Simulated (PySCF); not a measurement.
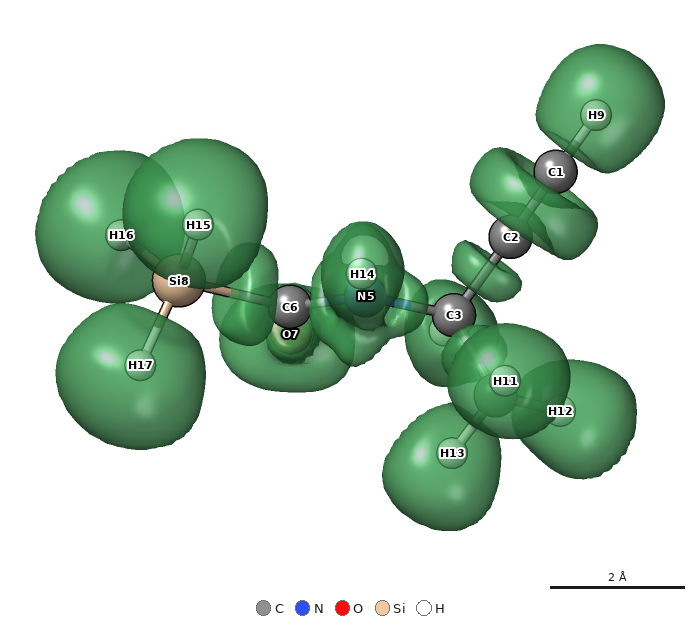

The picture shows: C5H9NOSi. Isosurface of the ELF at 0.75 (green), seen across its widest extent. Only the valence region is drawn (cores and ρ < 0.01 e/Å³ removed).

Geometry: GFN2-xTB.

These are results of B3LYP/def2-SVPD, SCF density, gas phase in PySCF 2.14.0, not measurements.

Input

```
{"job": {"kind": "uv", "xc": "B3LYP", "basis": "def2-SVPD", "nstates": 8, "ntriplets": 3}, "charge": 0, "multiplicity": 1}
C     -2.536994     1.995126    -0.192877
C     -1.906447     1.004406     0.038661
C     -1.104362    -0.186377     0.266410
C     -1.653341    -1.371622    -0.533568
N      0.285227     0.077970    -0.081464
C      1.311516    -0.108956     0.776479
O      1.140205    -0.518277     1.912678
Si     3.081606     0.255563     0.131178
H     -3.108143     2.857739    -0.368028
H     -1.099836    -0.426230     1.337610
H     -1.654708    -1.142019    -1.597632
H     -2.672505    -1.587667    -0.223824
H     -1.036449    -2.250325    -0.359703
H      0.468104     0.418071    -1.012318
H      2.960974     1.107142    -1.058698
H      3.831621     0.910913     1.193751
H      3.686536    -1.023426    -0.238566
```

Command:

```sh
OMP_NUM_THREADS=1 python probes_run.py task.json out
```

### Where are the electrons localised?

The surface consists of three regions between bonded C–C atoms (shared pairs), one region between bonded C–Si atoms (shared pairs), eight regions around hydrogen nuclei, one region on O in which the atom's valence shell and bonds are merged and one joined region spread over several atoms (H, N), in which their bonds and any lone pairs are merged. Profiles from the grid: C–C (1.20 Å): the ELF peaks at about 0.85 between the atoms; a multiple bond. C–O (1.22 Å): the ELF peaks at about 0.85 between the atoms (a short, multiple covalent bond).
